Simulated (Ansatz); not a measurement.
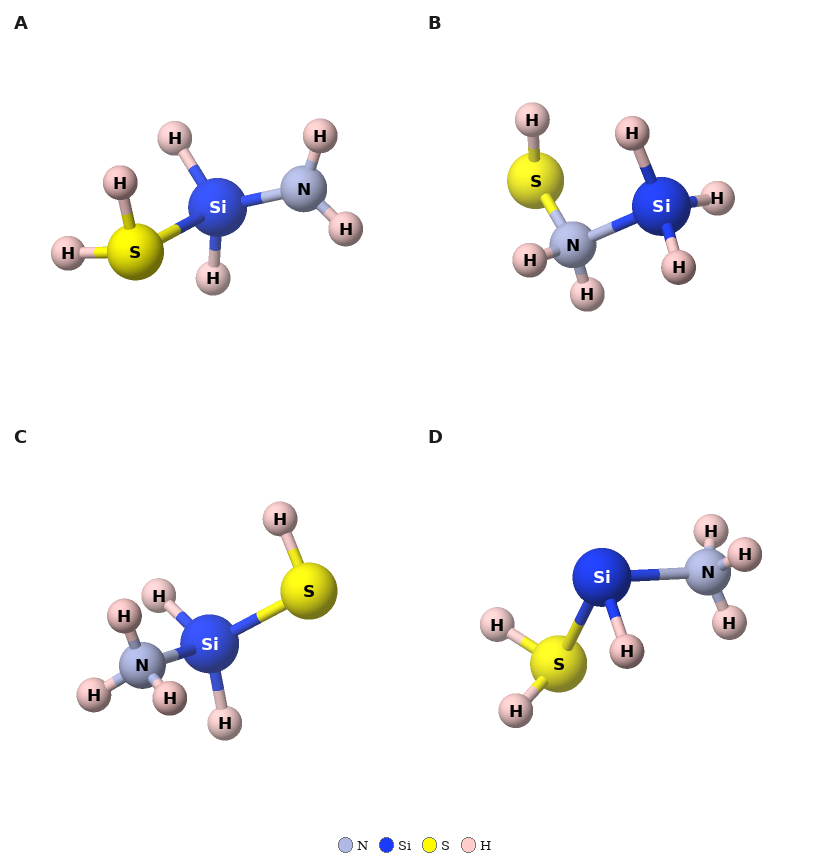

4 stationary structures of one formula. The species has charge +1 and is a spin singlet. Geometries: PBE0-D4/def2-TZVP. Electronic energies: RHF-CCSD(T) (frozen core)/def2-TZVPP (Ansatz 0.2.0), without zero-point energy. No frequency run is at hand to confirm each as a minimum. Each is one conformer, not always the lowest.

Which is lowest in energy, and by how much?

Answer. C is lowest; A lies 85.1 kJ/mol above it, D lies 160.6 kJ/mol above it, B lies 198.5 kJ/mol above it.
